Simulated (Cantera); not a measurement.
A closed system holds: 1 mol Mg(OH)2, 0.014 mol C, 0.47 mol H2, held at 18.0 Pa.

Method: chemical equilibrium by Gibbs-energy minimisation in Cantera with the NASA 1993 tables (ideal gas, pure condensed phases). Candidate condensed phases: C, C6H6, C7H8, C8H18, H2O, Mg, MgCO3, MgO, Mg(OH)2; 116 gas species. Rates play no part.

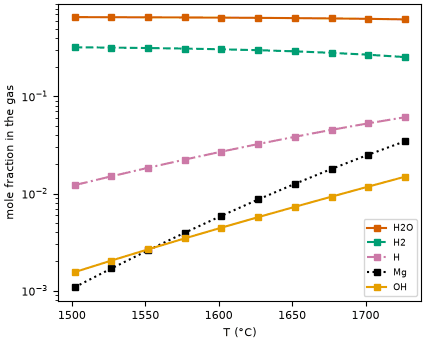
Equilibrium gas composition (values under 1e-9 drawn at 1e-9)

Problem. Read off the mole fractions at 1727 °C.

Solution. H2O about 0.62, H2 about 0.25, H about 0.061, Mg about 0.035, OH about 0.015.
